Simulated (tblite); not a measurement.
**C5H9FSi: geometry relaxation (part 3 of 4)**

C5H9FSi; GFN2-xTB geometry optimisation, gas phase (tblite 0.8.0). 

Geometry of the input (Å):
```
F  2.2791  -1.4817  0.2597
Si 1.9985  0.1035  0.3603
C  0.2150  0.4081  -0.0448
C  -0.3209  -0.0895  -1.3531
C  -1.4064  -0.8771  -0.5568
C  -0.8919  -0.2885  0.6905
C  -0.6515  1.1742  0.9303
H  2.8996  0.8122  -0.5789
H  2.3151  0.5386  1.7554
H  0.3250  -0.7392  -1.9463
H  -0.7226  0.6876  -1.9978
H  -2.4368  -0.5973  -0.8130
H  -1.3178  -1.9632  -0.6207
H  -0.6504  -1.0273  1.4456
H  -1.3821  1.8845  0.5442
H  -0.2594  1.4639  1.9139
```

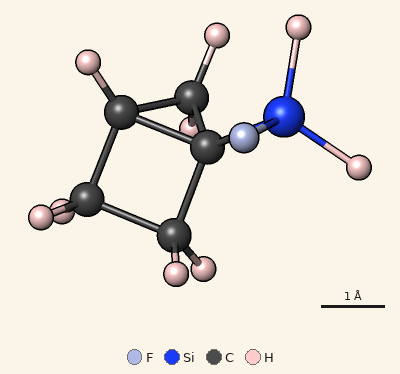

Fig. 1: The geometry at step 60 of the log (ball-and-stick view, seen at a tilt).

Trajectory as extended XYZ, continued:
```
16
Properties=species:S:1:pos:R:3:forces:R:3 step=47 energy=-592.66667
F     2.6409   -1.3503    0.2161   -0.0030  -0.0170  -0.0030
Si    2.1352    0.1712    0.3966   -0.0370   0.0000   0.0060
C     0.3027    0.2324    0.0408   -0.0050  -0.0200  -0.0020
C    -0.3542   -0.1047   -1.3040    0.0050   0.0010  -0.0040
C    -1.5075   -0.8058   -0.5607    0.0070   0.0100  -0.0370
C    -0.8701   -0.4201    0.7633    0.0130  -0.0170  -0.0020
C    -0.6842    1.0546    0.8263    0.0100   0.0200  -0.0150
H     2.8967    0.9146   -0.5957    0.0100   0.0260  -0.0040
H     2.4289    0.4987    1.7834    0.0080  -0.0110   0.0080
H     0.2364   -0.7831   -1.9161   -0.0050   0.0090   0.0080
H    -0.6322    0.7643   -1.9022   -0.0030  -0.0250  -0.0020
H    -2.5067   -0.4040   -0.7361    0.0100   0.0110   0.0230
H    -1.5249   -1.8804   -0.7303    0.0040   0.0080   0.0120
H    -0.8673   -1.0433    1.6429    0.0060  -0.0010   0.0070
H    -1.3667    1.7060    0.2994   -0.0260   0.0030  -0.0110
H    -0.3348    1.4587    1.7650    0.0040   0.0030   0.0150
16
Properties=species:S:1:pos:R:3:forces:R:3 step=48 energy=-592.66686
F     2.6411   -1.3479    0.2116   -0.0050  -0.0190   0.0000
Si    2.1340    0.1729    0.3962   -0.0090  -0.0040   0.0080
C     0.3021    0.2324    0.0411    0.0010  -0.0080  -0.0070
C    -0.3534   -0.1060   -1.3037   -0.0010  -0.0030  -0.0040
C    -1.5075   -0.8057   -0.5608    0.0020   0.0110  -0.0210
C    -0.8696   -0.4209    0.7638    0.0070  -0.0060  -0.0080
C    -0.6848    1.0547    0.8263    0.0060   0.0090  -0.0080
H     2.8987    0.9161   -0.5943    0.0010   0.0280   0.0010
H     2.4270    0.4971    1.7840    0.0080  -0.0110   0.0060
H     0.2376   -0.7859   -1.9135    0.0000   0.0060   0.0040
H    -0.6306    0.7614   -1.9043   -0.0020  -0.0210  -0.0030
H    -2.5049   -0.3995   -0.7351    0.0010   0.0060   0.0200
H    -1.5289   -1.8802   -0.7309    0.0070   0.0120   0.0120
H    -0.8651   -1.0444    1.6435    0.0010   0.0050  -0.0010
H    -1.3676    1.7062    0.2994   -0.0210  -0.0070  -0.0060
H    -0.3355    1.4588    1.7653    0.0030   0.0020   0.0070
16
Properties=species:S:1:pos:R:3:forces:R:3 step=50 energy=-592.66702
F     2.6389   -1.3478    0.2085   -0.0090  -0.0080   0.0030
Si    2.1330    0.1735    0.3958    0.0220  -0.0070   0.0010
C     0.3016    0.2331    0.0407    0.0070   0.0110  -0.0070
C    -0.3529   -0.1064   -1.3038   -0.0010  -0.0050  -0.0040
C    -1.5069   -0.8052   -0.5613   -0.0030   0.0040   0.0140
C    -0.8685   -0.4213    0.7637    0.0010   0.0100  -0.0050
C    -0.6854    1.0553    0.8260   -0.0020  -0.0070   0.0000
H     2.9015    0.9169   -0.5931   -0.0130   0.0190   0.0150
H     2.4253    0.4954    1.7846    0.0080  -0.0120   0.0020
H     0.2386   -0.7869   -1.9116    0.0080  -0.0050  -0.0060
H    -0.6300    0.7590   -1.9063   -0.0050  -0.0030  -0.0090
H    -2.5036   -0.3971   -0.7328   -0.0080   0.0040   0.0090
H    -1.5296   -1.8796   -0.7307    0.0030   0.0070   0.0050
H    -0.8627   -1.0447    1.6437   -0.0010   0.0070  -0.0080
H    -1.3707    1.7055    0.2996   -0.0060  -0.0150   0.0020
H    -0.3363    1.4594    1.7656   -0.0020  -0.0020  -0.0100
16
Properties=species:S:1:pos:R:3:forces:R:3 step=52 energy=-592.66730
F     2.6377   -1.3477    0.2038   -0.0090   0.0080   0.0020
Si    2.1334    0.1741    0.3958    0.0240  -0.0060  -0.0080
C     0.3019    0.2336    0.0396    0.0080   0.0220  -0.0020
C    -0.3519   -0.1087   -1.3044    0.0020   0.0040  -0.0010
C    -1.5071   -0.8035   -0.5615   -0.0050  -0.0080   0.0380
C    -0.8671   -0.4215    0.7631    0.0020   0.0170   0.0050
C    -0.6858    1.0554    0.8253   -0.0020  -0.0110   0.0030
H     2.9021    0.9236   -0.5895   -0.0190   0.0060   0.0240
H     2.4247    0.4912    1.7859    0.0080  -0.0130   0.0000
H     0.2409   -0.7905   -1.9090    0.0050  -0.0160  -0.0090
H    -0.6287    0.7537   -1.9103   -0.0030   0.0210  -0.0170
H    -2.5027   -0.3910   -0.7288   -0.0080  -0.0040  -0.0080
H    -1.5329   -1.8775   -0.7296   -0.0070  -0.0090  -0.0040
H    -0.8607   -1.0446    1.6432   -0.0010   0.0030  -0.0080
H    -1.3745    1.7031    0.2997    0.0100  -0.0150   0.0070
H    -0.3368    1.4593    1.7653   -0.0040   0.0010  -0.0230
16
Properties=species:S:1:pos:R:3:forces:R:3 step=54 energy=-592.66759
F     2.6394   -1.3451    0.1975   -0.0020   0.0060  -0.0050
Si    2.1347    0.1753    0.3962   -0.0060  -0.0010  -0.0010
C     0.3030    0.2335    0.0386    0.0000   0.0100  -0.0010
C    -0.3504   -0.1129   -1.3051   -0.0030   0.0110   0.0000
C    -1.5087   -0.8017   -0.5601    0.0010  -0.0100   0.0110
C    -0.8659   -0.4216    0.7630    0.0080   0.0010   0.0060
C    -0.6858    1.0544    0.8242    0.0060   0.0020   0.0010
H     2.8988    0.9359   -0.5834   -0.0070   0.0030   0.0150
H     2.4261    0.4848    1.7880    0.0070  -0.0120   0.0020
H     0.2439   -0.7978   -1.9060   -0.0160  -0.0080   0.0050
H    -0.6266    0.7468   -1.9155    0.0090   0.0180  -0.0120
H    -2.5017   -0.3813   -0.7256    0.0020  -0.0160  -0.0120
H    -1.5420   -1.8753   -0.7286   -0.0090  -0.0130  -0.0040
H    -0.8596   -1.0448    1.6426    0.0000  -0.0010   0.0020
H    -1.3759    1.7005    0.2991    0.0070  -0.0040   0.0010
H    -0.3370    1.4582    1.7637    0.0040   0.0150  -0.0090
16
Properties=species:S:1:pos:R:3:forces:R:3 step=56 energy=-592.66773
F     2.6405   -1.3435    0.1950    0.0020  -0.0020  -0.0090
Si    2.1350    0.1758    0.3967   -0.0160   0.0020   0.0090
C     0.3035    0.2338    0.0382   -0.0050  -0.0070  -0.0030
C    -0.3502   -0.1139   -1.3053   -0.0080   0.0040  -0.0010
C    -1.5093   -0.8017   -0.5590    0.0040   0.0000  -0.0190
C    -0.8652   -0.4216    0.7634    0.0030  -0.0080  -0.0020
C    -0.6853    1.0540    0.8237    0.0050   0.0090  -0.0010
H     2.8965    0.9411   -0.5800    0.0050   0.0080   0.0030
H     2.4276    0.4815    1.7890    0.0040  -0.0110   0.0040
H     0.2438   -0.8010   -1.9048   -0.0210   0.0030   0.0110
H    -0.6255    0.7454   -1.9178    0.0120  -0.0010   0.0020
H    -2.5012   -0.3787   -0.7256    0.0040  -0.0170  -0.0030
H    -1.5465   -1.8753   -0.7285    0.0020  -0.0010   0.0020
H    -0.8593   -1.0451    1.6427    0.0040  -0.0010   0.0070
H    -1.3753    1.6994    0.2984   -0.0040   0.0040  -0.0060
H    -0.3368    1.4587    1.7624    0.0110   0.0190   0.0060
16
Properties=species:S:1:pos:R:3:forces:R:3 step=58 energy=-592.66791
F     2.6399   -1.3425    0.1909    0.0030  -0.0010  -0.0120
Si    2.1342    0.1761    0.3974   -0.0020   0.0030   0.0080
C     0.3036    0.2349    0.0372   -0.0060  -0.0140   0.0010
C    -0.3505   -0.1141   -1.3057   -0.0040  -0.0080   0.0000
C    -1.5092   -0.8017   -0.5583   -0.0010   0.0080  -0.0170
C    -0.8634   -0.4218    0.7636   -0.0110  -0.0020  -0.0040
C    -0.6848    1.0544    0.8233   -0.0050   0.0040   0.0000
H     2.8955    0.9470   -0.5750    0.0080   0.0070   0.0000
H     2.4289    0.4760    1.7904   -0.0010  -0.0100   0.0060
H     0.2421   -0.8043   -1.9023   -0.0070   0.0020  -0.0010
H    -0.6231    0.7442   -1.9215    0.0040  -0.0120   0.0140
H    -2.5004   -0.3776   -0.7249   -0.0050  -0.0090   0.0030
H    -1.5500   -1.8755   -0.7280    0.0160   0.0110   0.0030
H    -0.8576   -1.0452    1.6430    0.0090   0.0010   0.0040
H    -1.3767    1.6974    0.2979   -0.0060   0.0110  -0.0070
H    -0.3361    1.4617    1.7609    0.0100   0.0110   0.0030
16
Properties=species:S:1:pos:R:3:forces:R:3 step=60 energy=-592.66803
F     2.6392   -1.3419    0.1863    0.0010   0.0080  -0.0120
Si    2.1337    0.1765    0.3979    0.0090   0.0010  -0.0020
C     0.3033    0.2352    0.0364   -0.0020  -0.0040   0.0070
C    -0.3507   -0.1148   -1.3060    0.0040  -0.0090   0.0030
C    -1.5094   -0.8011   -0.5586   -0.0080   0.0020   0.0110
C    -0.8627   -0.4218    0.7635   -0.0140   0.0100   0.0040
C    -0.6849    1.0550    0.8231   -0.0060  -0.0020  -0.0020
H     2.8957    0.9520   -0.5711    0.0020  -0.0010   0.0060
H     2.4290    0.4712    1.7918   -0.0040  -0.0100   0.0070
H     0.2409   -0.8073   -1.9000    0.0080  -0.0060  -0.0130
H    -0.6206    0.7420   -1.9242   -0.0050  -0.0010   0.0110
H    -2.5004   -0.3769   -0.7236   -0.0140  -0.0020  -0.0020
H    -1.5513   -1.8748   -0.7274    0.0170   0.0050  -0.0020
H    -0.8557   -1.0452    1.6431    0.0070   0.0030  -0.0030
H    -1.3787    1.6964    0.2975    0.0050   0.0080  -0.0010
H    -0.3349    1.4644    1.7600    0.0010  -0.0010  -0.0120
16
Properties=species:S:1:pos:R:3:forces:R:3 step=62 energy=-592.66821
F     2.6403   -1.3392    0.1783    0.0020   0.0100  -0.0130
Si    2.1334    0.1775    0.3989    0.0050  -0.0030  -0.0080
C     0.3027    0.2340    0.0363    0.0050   0.0100   0.0060
C    -0.3505   -0.1175   -1.3060    0.0090  -0.0010   0.0070
C    -1.5108   -0.7998   -0.5585   -0.0070  -0.0090   0.0300
C    -0.8635   -0.4213    0.7639   -0.0040   0.0150   0.0110
C    -0.6853    1.0556    0.8225    0.0040   0.0000  -0.0090
H     2.8950    0.9605   -0.5649   -0.0020  -0.0050   0.0100
H     2.4294    0.4632    1.7947   -0.0070  -0.0090   0.0050
H     0.2396   -0.8129   -1.8979    0.0120  -0.0070  -0.0110
H    -0.6172    0.7383   -1.9263   -0.0120   0.0120   0.0020
H    -2.5018   -0.3753   -0.7227   -0.0110   0.0030  -0.0070
H    -1.5532   -1.8732   -0.7269    0.0090  -0.0120  -0.0010
H    -0.8533   -1.0450    1.6433   -0.0070   0.0050  -0.0060
H    -1.3798    1.6963    0.2963    0.0140   0.0020   0.0040
H    -0.3326    1.4677    1.7576   -0.0100  -0.0120  -0.0190
16
Properties=species:S:1:pos:R:3:forces:R:3 step=64 energy=-592.66839
F     2.6421   -1.3358    0.1702    0.0070  -0.0010  -0.0160
Si    2.1332    0.1785    0.4003   -0.0050  -0.0050  -0.0010
C     0.3024    0.2328    0.0366    0.0060   0.0080  -0.0050
C    -0.3503   -0.1201   -1.3056   -0.0010   0.0040   0.0020
C    -1.5126   -0.7994   -0.5570    0.0030  -0.0090   0.0080
C    -0.8648   -0.4202    0.7650    0.0090   0.0040   0.0020
C    -0.6854    1.0563    0.8210    0.0110   0.0070  -0.0110
H     2.8935    0.9685   -0.5583    0.0010   0.0010   0.0050
H     2.4305    0.4542    1.7980   -0.0120  -0.0060   0.0010
H     0.2382   -0.8179   -1.8974    0.0030   0.0080   0.0040
H    -0.6153    0.7359   -1.9266   -0.0100   0.0040   0.0020
H    -2.5037   -0.3746   -0.7229    0.0070   0.0000  -0.0010
H    -1.5544   -1.8725   -0.7265    0.0020  -0.0150   0.0100
H    -0.8513   -1.0445    1.6438   -0.0200   0.0080   0.0020
H    -1.3790    1.6970    0.2942    0.0070   0.0030  -0.0020
H    -0.3309    1.4709    1.7538   -0.0090  -0.0100   0.0000
16
Properties=species:S:1:pos:R:3:forces:R:3 step=66 energy=-592.66856
F     2.6428   -1.3339    0.1634    0.0090  -0.0090  -0.0160
Si    2.1329    0.1786    0.4012   -0.0010  -0.0050   0.0040
C     0.3027    0.2331    0.0364    0.0010  -0.0050  -0.0110
C    -0.3505   -0.1212   -1.3051   -0.0100   0.0010  -0.0070
C    -1.5131   -0.8001   -0.5551    0.0140   0.0000  -0.0260
C    -0.8649   -0.4186    0.7659    0.0080  -0.0100  -0.0120
C    -0.6847    1.0575    0.8189    0.0010   0.0060   0.0000
H     2.8932    0.9731   -0.5529    0.0060   0.0070   0.0000
H     2.4303    0.4467    1.8005   -0.0150  -0.0050  -0.0020
H     0.2375   -0.8198   -1.8974   -0.0030   0.0180   0.0120
H    -0.6157    0.7353   -1.9262   -0.0070  -0.0100   0.0060
H    -2.5045   -0.3754   -0.7231    0.0210  -0.0090   0.0080
H    -1.5538   -1.8737   -0.7252   -0.0020   0.0000   0.0210
H    -0.8508   -1.0431    1.6444   -0.0210   0.0120   0.0120
H    -1.3781    1.6977    0.2920   -0.0020   0.0090  -0.0130
H    -0.3308    1.4729    1.7508    0.0010   0.0010   0.0220
16
Properties=species:S:1:pos:R:3:forces:R:3 step=68 energy=-592.66916
F     2.6463   -1.3270    0.1319    0.0060  -0.0060  -0.0110
Si    2.1316    0.1782    0.4039    0.0270  -0.0100   0.0010
C     0.3035    0.2341    0.0342   -0.0080  -0.0270  -0.0050
C    -0.3514   -0.1262   -1.3042   -0.0120  -0.0030  -0.0210
C    -1.5141   -0.8021   -0.5501    0.0300   0.0150  -0.0630
C    -0.8641   -0.4134    0.7678   -0.0070  -0.0260  -0.0300
C    -0.6821    1.0629    0.8116   -0.0310  -0.0100   0.0340
H     2.8932    0.9944   -0.5308    0.0080   0.0120   0.0010
H     2.4254    0.4167    1.8099   -0.0190  -0.0080  -0.0120
H     0.2355   -0.8282   -1.8934   -0.0030   0.0240   0.0050
H    -0.6157    0.7293   -1.9274   -0.0090  -0.0240   0.0010
H    -2.5053   -0.3767   -0.7211    0.0350  -0.0290   0.0170
H    -1.5526   -1.8770   -0.7172   -0.0130   0.0280   0.0330
H    -0.8515   -1.0364    1.6472   -0.0130   0.0260   0.0290
H    -1.3769    1.7005    0.2842   -0.0060   0.0150  -0.0260
H    -0.3296    1.4799    1.7421    0.0170   0.0240   0.0470
16
Properties=species:S:1:pos:R:3:forces:R:3 step=70 energy=-592.67063
F     2.6559   -1.3081    0.0470   -0.0090   0.0440   0.0160
Si    2.1294    0.1759    0.4095    0.0780  -0.0310  -0.0200
C     0.3048    0.2358    0.0284   -0.0110  -0.0390   0.0310
C    -0.3534   -0.1396   -1.3033    0.0170   0.0030  -0.0190
C    -1.5145   -0.8061   -0.5410    0.0340   0.0170  -0.0420
C    -0.8630   -0.4008    0.7709   -0.0380  -0.0230  -0.0280
C    -0.6776    1.0765    0.7956   -0.0590  -0.0440   0.0740
H     2.8938    1.0502   -0.4710   -0.0020  -0.0010   0.0230
H     2.4083    0.3374    1.8315   -0.0230  -0.0200  -0.0540
H     0.2315   -0.8496   -1.8827    0.0180   0.0160  -0.0330
H    -0.6158    0.7111   -1.9320   -0.0200  -0.0170  -0.0360
H    -2.5054   -0.3823   -0.7148    0.0180  -0.0450   0.0060
H    -1.5483   -1.8837   -0.6926   -0.0370   0.0410   0.0250
H    -0.8559   -1.0160    1.6559    0.0050   0.0490   0.0400
H    -1.3734    1.7098    0.2634    0.0160   0.0030  -0.0170
H    -0.3241    1.4984    1.7238    0.0150   0.0460   0.0360
16
Properties=species:S:1:pos:R:3:forces:R:3 step=72 energy=-592.67282
F     2.6734   -1.2835   -0.0339   -0.0190   0.0760   0.0400
Si    2.1301    0.1723    0.4129    0.0540  -0.0260  -0.0550
C     0.3055    0.2322    0.0262   -0.0010  -0.0100   0.0510
C    -0.3529   -0.1537   -1.3032    0.0400   0.0130   0.0130
C    -1.5139   -0.8086   -0.5358   -0.0170  -0.0120   0.0460
C    -0.8658   -0.3913    0.7729   -0.0340   0.0170   0.0290
C    -0.6757    1.0860    0.7855   -0.0010  -0.0310   0.0280
H     2.8901    1.1056   -0.4117   -0.0120  -0.0250   0.0410
H     2.3896    0.2623    1.8450   -0.0050  -0.0280  -0.0600
H     0.2295   -0.8709   -1.8750    0.0330   0.0160  -0.0490
H    -0.6158    0.6917   -1.9373   -0.0100  -0.0020  -0.0590
H    -2.5040   -0.3875   -0.7102   -0.0270  -0.0210  -0.0280
H    -1.5506   -1.8876   -0.6662   -0.0310   0.0000  -0.0190
H    -0.8670   -0.9932    1.6679    0.0150   0.0440   0.0140
H    -1.3635    1.7203    0.2406    0.0440  -0.0340   0.0390
H    -0.3166    1.5148    1.7109   -0.0290   0.0230  -0.0310
16
Properties=species:S:1:pos:R:3:forces:R:3 step=74 energy=-592.67431
F     2.6825   -1.2648   -0.0806   -0.0020   0.0480   0.0300
Si    2.1313    0.1708    0.4139   -0.0060  -0.0080  -0.0220
C     0.3058    0.2295    0.0272    0.0070   0.0020   0.0160
C    -0.3510   -0.1620   -1.3031    0.0090   0.0060   0.0370
C    -1.5136   -0.8103   -0.5317   -0.0350  -0.0190   0.0640
C    -0.8686   -0.3860    0.7756   -0.0080   0.0310   0.0430
C    -0.6757    1.0900    0.7814    0.0620   0.0120  -0.0300
H     2.8861    1.1392   -0.3724   -0.0020  -0.0210   0.0300
H     2.3806    0.2126    1.8503    0.0050  -0.0240  -0.0630
H     0.2294   -0.8830   -1.8736    0.0260   0.0340  -0.0200
H    -0.6173    0.6793   -1.9427    0.0130  -0.0130  -0.0330
H    -2.5037   -0.3923   -0.7094   -0.0460   0.0140  -0.0370
H    -1.5558   -1.8893   -0.6516   -0.0030  -0.0410  -0.0360
H    -0.8704   -0.9772    1.6775    0.0050   0.0160   0.0030
H    -1.3547    1.7249    0.2261    0.0230  -0.0380   0.0570
H    -0.3124    1.5276    1.7016   -0.0510   0.0000  -0.0400
```
